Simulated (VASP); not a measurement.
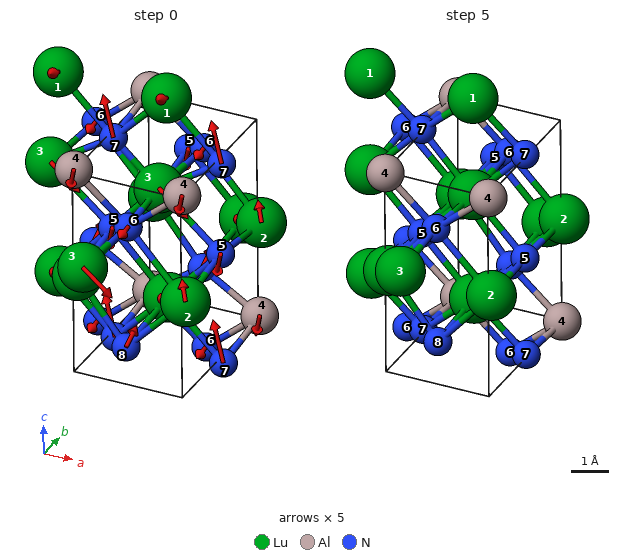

The structure of solid Lu$_{3}$AlN$_{4}$ (a generated structure, set up in P1) before (left) and after (right) a relaxation, at one scale. The red arrows give the displacements (the part carried along by the change of the cell is left out), 5 times their true length.

The picture is a ball-and-stick view of the cell of the calculation, seen from a free direction.

The run lets cell and atoms move.

Level of theory: Kohn-Sham DFT of a periodic cell, PBE, VASP PAW PBE potentials, recommended (VASP 6.6.1).

Input
```
PREC = Normal
ENCUT = 520
EDIFF = 1E-5
ISMEAR = 0
SIGMA = 0.15
LREAL = Auto
LASPH = T
NELM = 80
ALGO = Fast
ISIF = 3
LWAVE = F
LCHARG = F
GGA = PE
IBRION = 2
NSW = 110
EDIFFG = -0.03
ISYM = 0
KPAR = 4
```

Launched with:
```bash
cat potpaw_PBE.64/Lu/POTCAR potpaw_PBE.64/Al/POTCAR potpaw_PBE.64/N/POTCAR > POTCAR
mpirun -np 4 vasp_std > vasp.out
```

### What changed between the two?

The run was cut off at its time limit before the relaxation converged, so the last structure is only a point on the way. Over 5 geometry steps the energy falls by 365 meV per atom. The largest force component goes from 7.1 to 1 eV/Å. Pressure: 13.36 GPa at the start and 9.95 GPa at the end. The largest move relative to the cell is that of N7, 0.26 Å along [−2 1 3]. By element the largest moves are N 0.26 Å, Lu 0.25 Å, Al 0.16 Å. Cell: a 3.327 → 3.191 Å (−4.1 %), b 4.687 → 4.625 Å (−1.3 %), c 6.374 → 6.463 Å (+1.4 %), α 88.8° → 90.5°, β 90.5° → 89.4°, γ 89.0° → 90.7°. Volume −4.0 %. Some distances before and after: Lu3–N7 1.884 → 2.302 Å, Lu2–Lu3 3.683 → 3.274 Å, Lu1–N8 2.651 → 2.325 Å, Lu2–Al4 2.938 → 3.228 Å. Bond angles that change, for instance: N5–Lu3–N7 70.7° → 91.3°, N7–Lu3–N7 104.8° → 88.5°, Lu3–N7–Lu3 104.8° → 88.5°. The space group stays P1 (No. 1). At step 1 the optimiser overshot: the energy rose above the start, and later steps came back.
